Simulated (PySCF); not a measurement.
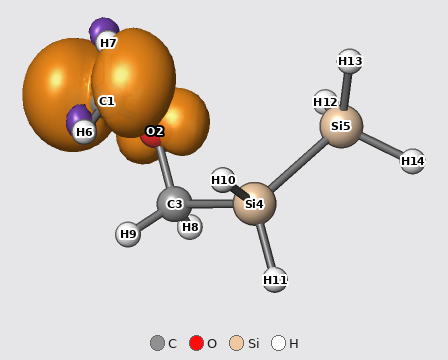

*C2H9OSi2 (SMILES [CH2]OC[SiH2][SiH3]) (doublet). Isosurfaces of the spin density at +0.02 (orange) and −0.02 e/Å³ (purple), seen across its widest extent.*

Geometry: GFN2-xTB.

Level of theory: PySCF 2.14.0, density-fitted response routines, UKS B3LYP, pcH-1 on C H O Si, non-relativistic, mean-field spin-orbit, GIAO.

```yaml
atoms:
  - { symbol: C, position_ang: [-2.2481, 0.7557, 0.0302] }
  - { symbol: O, position_ang: [-1.3373, -0.1042, -0.4806] }
  - { symbol: C, position_ang: [-0.8366, -1.1027, 0.3831] }
  - { symbol: Si, position_ang: [0.6963, -0.3670, 1.2870] }
  - { symbol: Si, position_ang: [2.0996, 0.5081, -0.3249] }
  - { symbol: H, position_ang: [-2.5583, 0.6614, 1.0549] }
  - { symbol: H, position_ang: [-2.3314, 1.6829, -0.5010] }
  - { symbol: H, position_ang: [-0.5648, -1.9493, -0.2501] }
  - { symbol: H, position_ang: [-1.6139, -1.4385, 1.0755] }
  - { symbol: H, position_ang: [0.1365, 0.6357, 2.2066] }
  - { symbol: H, position_ang: [1.2235, -1.4361, 2.1462] }
  - { symbol: H, position_ang: [1.6882, 0.1636, -1.6876] }
  - { symbol: H, position_ang: [2.1735, 1.9712, -0.2502] }
  - { symbol: H, position_ang: [3.4721, 0.0188, -0.1511] }
```

Question: Where is the unpaired spin?

Answer: The unpaired spin (1 electron) lies mostly on C1 (about 0.6), O2 (about 0.2) and H7 (about 0.1), in electrons by Hirshfeld's partition.
